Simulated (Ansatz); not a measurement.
**GeH₈N₂Si: two torsions**

Aim: map the energy of GeH₈N₂Si, SMILES [NH2][GeH]([NH2])[SiH3] over two coordinates, and find its wells, ridges and stiffness.

Computed with Ansatz 0.2.0. Level: RKS PBE-D4/def2-TZVP.

## 1. The starting structure

SMILES `[NH2][GeH]([NH2])[SiH3]`, 12 atoms, charge 0, spin multiplicity 1.

Atoms are counted from 1 here; the program's logs count them from 0.

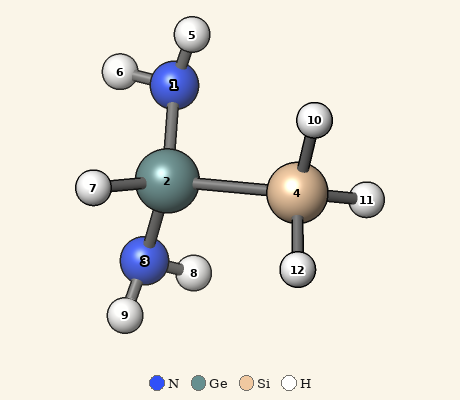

Start geometry, drawn with nitrogen blue, germanium teal, silicon light orange, hydrogen white; atoms are numbered from 1 in the order of the file.

As a file:

```
N    -1.4873    1.0911   -0.5072
Ge    0.0276    0.5142    0.3960
N    -0.6811   -0.3364    1.8873
Si    1.2281   -0.8780   -1.1613
H    -1.2882    1.5212   -1.4178
H    -2.0410    1.7577    0.0452
H     0.9610    1.6175    1.0052
H    -1.1507   -1.2214    1.6611
H     0.0174   -0.5277    2.6147
H     1.6263   -0.1320   -2.4106
H     0.3811   -2.0570   -1.5650
H     2.4840   -1.4040   -0.5137
```

This geometry comes from a loose relaxation at PBE in a small basis, which is not shown.

## 3. Plan of the scan

The axes are (1) dihedral Si4–Ge2–N3–H8: 9 values from −180 to 140 °, periodic; (2) dihedral H5–N1–Ge2–Si4: 9 values from −180 to 140 °, periodic.

Nothing else is relaxed (all other coordinates rigid). Energies count from the relaxed molecule at the same level. Points are written as (first, second).

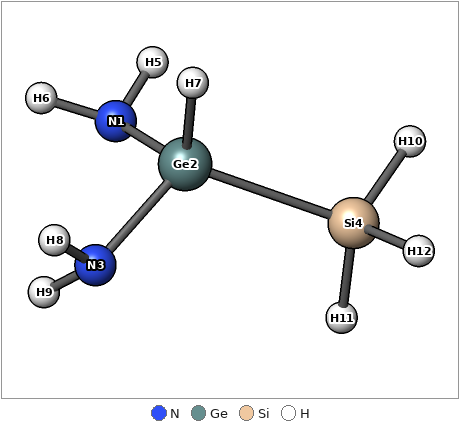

The geometry at (140°, −60°).

(The set-up runs are not shown.)

## 4. The run at (140°, −60°)

input.yaml

```yaml
crystal:
  periodic: [false, false, false]
  atoms:
    - { symbol: "N", position_ang: [-1.468861, 1.10689, -0.509066] }
    - { symbol: Ge, position_ang: [0.044556, 0.510198, 0.395824] }
    - { symbol: "N", position_ang: [-0.685342, -0.167391, 1.969924] }
    - { symbol: Si, position_ang: [1.104775, -1.080547, -1.065965] }
    - { symbol: H, position_ang: [-1.261494, 1.555713, -1.401881] }
    - { symbol: H, position_ang: [-2.022571, 1.755302, 0.053749] }
    - { symbol: H, position_ang: [1.039211, 1.610654, 0.891667] }
    - { symbol: H, position_ang: [-0.528016, 0.442004, 2.773905] }
    - { symbol: H, position_ang: [-1.686805, -0.352228, 1.901638] }
    - { symbol: H, position_ang: [1.387204, -0.497296, -2.417534] }
    - { symbol: H, position_ang: [0.219074, -2.274692, -1.239513] }
    - { symbol: H, position_ang: [2.401687, -1.534061, -0.4702] }
basis:
  gaussian: { orbitals: def2-TZVP }
hamiltonian:
  xc: pbe
  dispersion: d4
output:
  forces: true
```

Command:

```bash
> ansatz run input.yaml --threads 1 --pin off --max-ram 2560MiB --backend cpu --events-out ev --progress --plain --runs-dir out
```

The session goes on with these runs: the other points that were computed.

**Question.** What will these runs give? Wanted: lowest point; highest computed point; dipole moment; largest force on an atom.

As calculated:

| quantity | value |
| --- | --- |
| lowest point | (−60°, −60°), 1.4 kJ/mol |
| highest computed point | (−140°, 140°), 30.4 kJ/mol above the lowest |
| dipole moment (D) | 0.27 at (−60°, −60°) to 2.15 at (100°, −100°); 0.27 at the lowest point |
| largest force on an atom (eV/Å) | 0.08 at (−60°, −60°) to 1.00 at (−140°, −180°); 0.08 at the lowest point |
| time for the whole task | 11 min on 1 thread, shared host |

What this shows: The lowest computed point is at (−60°, −60°), 1.4 kJ/mol from the relaxed molecule at the same level. Higher local minima lie near (−60°, 140°) (8.2 kJ/mol above the lowest at that grid point); (140°, −60°) (8.3 kJ/mol above the lowest at that grid point). The highest computed point, (−140°, 140°), lies 30.4 kJ/mol above the lowest. On the interpolated surface the easiest way out of the lowest well to the well at (−60°, 140°) passes a barrier of about 15 kJ/mol. Round the minimum the valley is somewhat tilted: raising dihedral Si4–Ge2–N3–H8 shifts the best value of dihedral H5–N1–Ge2–Si4 downwards (coupling k₁₂/√(k₁₁k₂₂) about 0.3).
